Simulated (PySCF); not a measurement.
# RbCl (SMILES [Cl][Rb]): levels of theory compared

Aim: a comparison of 6 runs (B2PLYP/STO-3G, UPBE0/STO-3G, UMP2/STO-3G, CCSDT/STO-3G, CCSDTQ/STO-3G, NEVPT2(2,2)/STO-3G) of RbCl. 

The results are computed with PySCF 2.14.0.

8 further runs of the same task are left out: 8 set aside as unsound or not needed.

### Step 1. The system as given

RbCl: 2 atoms, total charge 0, spin state singlet. As SMILES, `[Cl][Rb]`. The Cl1–Rb2 distance was set to 3.413 Å, away from the relaxed value.

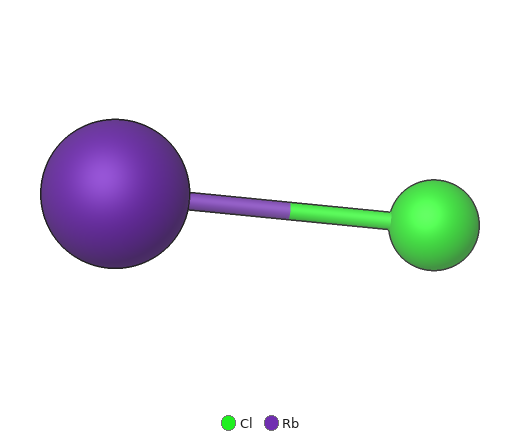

Viewed from a chosen angle; chlorine green, rubidium purple.

### Step 2. The energy at B2PLYP/STO-3G (run 1)

Contents of calc.py:

```python
from pyscf import gto, dft, mp

mol = gto.Mole()
mol.atom = 'Cl 0.000000 0.000000 -0.633200; Rb -0.000000 -0.000000 2.779300'
mol.verbose = 4
mol.charge = 0
mol.spin = 0
mol.basis = 'sto-3g'
mol.max_memory = 1860
mol.build()

calc0 = dft.RKS(mol)
calc0.xc = '0.53*HF + 0.47*B88, 0.73*LYP'
calc0.grids.level = 5
calc0.conv_tol = 1e-10
calc0.kernel()
if not calc0.converged:
    calc0 = calc0.newton().run(calc0.mo_coeff, calc0.mo_occ)

pt = mp.MP2(calc0, frozen=19).run()
e_tot = calc0.e_tot + 0.27 * pt.e_corr
print('PT2 part  %.8f' % (0.27 * pt.e_corr))
print('Final energy', e_tot)
```

Command:

```
$ OMP_NUM_THREADS=1 python calc.py
```

What it wrote:

```text
PySCF version 2.14.0

[... 66 lines left out ...]
converged SCF energy = -3363.82381645952
[... 1 line left out ...]
******** <class 'pyscf.mp.mp2.RMP2'> ********
nocc = 8, nmo = 12
frozen orbitals 19
E(RMP2) = -3363.84786779405  E_corr = -0.0240513345321901
E(SCS-RMP2) = -3363.84839361704  E_corr = -0.0245771575201144
E_corr(same-spin) = -0.00494358913674658
E_corr(oppo-spin) = -0.0191077453954435
PT2 part  -0.00649386
Final energy -3363.8303103198396
```

It took 3.3 s on 1 thread of Arm Neoverse V1, shared host; peak memory 0.2 GiB.

### Step 3. A single-point energy at UPBE0/STO-3G (run 2)

Contents of job.py:

```python
from pyscf import gto, dft

molecule = gto.Mole()
molecule.atom = '''
Cl     0.000000     0.000000    -1.196575
Rb     0.000000     0.000000     5.252116
'''
molecule.verbose = 4
molecule.basis = 'sto-3g'
molecule.unit = 'bohr'
molecule.max_memory = 1860
molecule.build()

calc0 = dft.UKS(molecule)
calc0.xc = 'pbe0'
calc0.grids.level = 5
calc0.conv_tol = 1e-10
calc0.kernel()
if not calc0.converged:
    calc0 = calc0.newton().run(calc0.mo_coeff, calc0.mo_occ)
for _ in range(3):
    mo, _, stable, _ = calc0.stability(return_status=True)
    if stable:
        break
    calc0.kernel(calc0.make_rdm1(mo, calc0.mo_occ))

e_final = calc0.e_tot
print(f'total energy: {e_final:.8f} hartree')
```

Command:

```
$ OMP_NUM_THREADS=1 python job.py
```

What it wrote:

```text
PySCF version 2.14.0

[... 87 lines left out ...]
converged SCF energy = -3363.9500766164  <S^2> = -1.0658141e-14  2S+1 = 1
[... 2 lines left out ...]
total energy: -3363.95007662 hartree
```

It took 11 s on 1 thread of Arm Neoverse V1, shared host; peak memory 0.3 GiB.

Runs 3 to 5 aren't shown in full; the table further down has their settings and results.

### Step 4. The energy at NEVPT2(2,2)/STO-3G (run 6)

Contents of job.py:

```python
import numpy
from pyscf import gto, scf, mp, mcscf, mrpt

mol = gto.M(
    atom='''
Cl   0.000000   0.000000  -0.633200
Rb   0.000000   0.000000   2.779300
''',
    spin=0,
    max_memory=1860,
    basis='sto-3g',
    verbose=4,
)

mf = scf.RHF(mol)
mf.conv_tol = 1e-10
mf.kernel()
if not mf.converged:
    mf = mf.newton().run(mf.mo_coeff, mf.mo_occ)

pt = mp.MP2(scf.addons.convert_to_uhf(mf)).run()
noons, natorbs = mcscf.addons.make_natural_orbitals(pt)
print('natural occupations', numpy.round(noons[:40], 4))
cas = mcscf.CASSCF(mf, 2, 2)
cas.fix_spin_(ss=0.0)
cas.natorb = True
cas.kernel(natorbs)
e_pt2 = mrpt.NEVPT(cas).kernel()
etot = cas.e_tot + e_pt2
print('E(%s) = %.9f' % ('NEVPT2', etot))
```

Command:

```
$ OMP_NUM_THREADS=1 python job.py
```

What it wrote:

```text
PySCF version 2.14.0

[... 52 lines left out ...]
converged SCF energy = -3362.30717696542
[... 71 lines left out ...]
1-step CASSCF converged in  11 macro (111 JK  26 micro) steps
[... 12 lines left out ...]
CASSCF energy = -3362.30885770440
[... 24 lines left out ...]
Nevpt2 Energy = -0.017484863084467
E(NEVPT2) = -3362.326342567
```

It took 1.5 s on 1 thread of Arm Neoverse V1, shared host; peak memory 0.12 GiB.

### Step 5. All runs side by side

| run | level | frozen core orbitals | follow instability | energy (Eh) | dipole moment (D) of the reference | HOMO energy (eV) | LUMO energy (eV) | wall time |
| --- | --- | --- | --- | --- | --- | --- | --- | --- |
| 1 | B2PLYP/STO-3G | 19 | – | -3363.830310 | 13.81 | -1.72 | 3.62 | 3.3 s |
| 2 | UPBE0/STO-3G | – | yes | -3363.950077 | 13.16 | -0.71 | 2.58 | 11 s |
| 3 | UMP2/STO-3G | 19 | yes | -3362.324759 | 14.82 | -3.56 | 5.92 | 0.97 s |
| 4 | CCSDT/STO-3G | 19 | – | -3362.327942 | 14.82 | -3.56 | 5.92 | 1.2 s |
| 5 | CCSDTQ/STO-3G | 19 | – | -3362.327923 | 14.82 | -3.56 | 5.92 | 8.7 s |
| 6 | NEVPT2(2,2)/STO-3G | – | – | -3362.326343 | 14.82 | -3.56 | 5.92 | 1.5 s |

### Step 6. Results

| quantity | value |
| --- | --- |
| run 6: total energy | -3362.32634 Eh |
| run 6: dipole moment (Hartree–Fock density) | 14.82 D |
| run 6: HOMO energy (Hartree–Fock orbitals) | -3.56 eV |
| run 6: LUMO energy (Hartree–Fock orbitals) | 5.92 eV |
| run 6: HOMO–LUMO gap (Hartree–Fock orbitals) | 9.47 eV |

What this shows: Totals of different functionals can't be ranked against each other. In runs 1, 2, 3, 4, 5, 6 the basis is minimal, so the values are rough. In runs 1, 2, 3, 4, 5, 6 relativity is left out where basis or elements ask for it. All runs together took 27 s, the longest 11 s.
